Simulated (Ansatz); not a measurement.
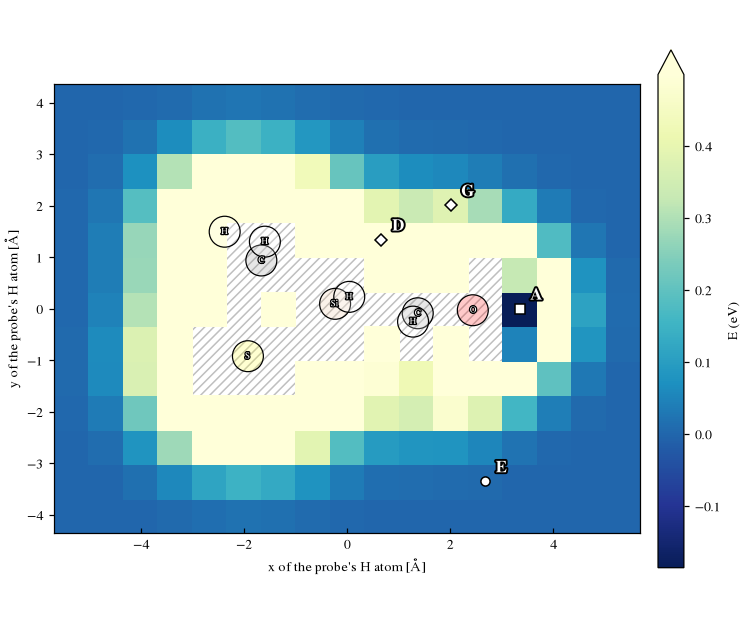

C₂H₄OSSi (SMILES O=C[SiH]1CS1) with the probe H. 
- The probe is moved over the molecule's main plane.
- The first coordinate is: x of the probe's H atom; the second: y of the probe's H atom.
- Nothing is relaxed (molecule and probe rigid).
- The grid has 17 × 13 points. At 24 points there is no value (left out of the scan, as a rule where atoms come close).
- Energies are in eV, from molecule and probe far apart, each relaxed in its own basis (no counterpoise correction).
- Energies and slopes of some neighbouring points disagree (a jump in structure or state, or too coarse a mesh).
- All numbers below come from Ansatz 0.2.0, UHF/def2-SVP.

The picture shows one coloured cell a grid point, labelled circles for the molecule's atoms, projected on the plane, one colour for all values above the top of the scale, hatched blanks where no value was computed, lettered points.

### Is G the lowest point of the computed grid?

No. G lies 0.57 eV above the lowest grid point, which is at x of the probe's H atom = 3.35 Å, y of the probe's H atom = 0.00 Å [nearest 1 O at 0.91 Å].

### Rank the lettered points by energy, lowest first.

A (−0.19 eV), E (0.0047 eV), G (0.38 eV), D (0.78 eV).
